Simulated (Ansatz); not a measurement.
The relaxed structure here is a generated cell of MoRu: the first start was made by a random draw of sites in a space group, and the end was not matched to a known phase here, so it may be hypothetical.

A relaxed structure of MoRu. Space group Cm (No. 8). Level of theory: PBEsol (plane waves to 420 eV, PAW, scalar-relativistic; Ansatz, a quantum-chemistry and plane-wave program).

Space group Cm (No. 8); a = 7.4006 Å, b = 4.2821 Å, c = 7.8628 Å, α = γ = 90.00°, β = 94.62°

```csv
atom,site,symmetry,x,y,z
Mo,2a,m,0.3165,0.0000,0.4049
Mo,2a,m,0.1930,0.5000,0.9274
Mo,2a,m,0.1549,0.5000,0.5797
Mo,2a,m,0.3675,0.0000,0.0949
Ru,2a,m,0.1784,0.5000,0.2544
Ru,2a,m,0.3402,0.0000,0.7511
Ru,2a,m,0.4918,0.5000,0.5844
Ru,2a,m,0.0228,0.0000,0.9190
```
(The calculation used a cell of 8 atoms; values per cell refer to that cell.)

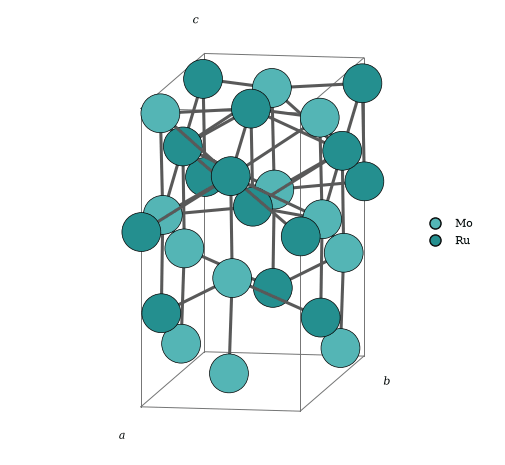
*The conventional cell of the relaxed structure*

- Volume per atom = 15.52 Å³
- Band gap = zero (metallic)
- Shortest distances = Mo–Ru 2.45 Å; Mo–Mo 2.50 Å; Ru–Ru 2.62 Å
- k-mesh = 12×12×6

No spin polarisation in the result.

It was reached from a disturbed copy of a Cccm (No. 66) cell, against which it lies -1.93 eV/atom.
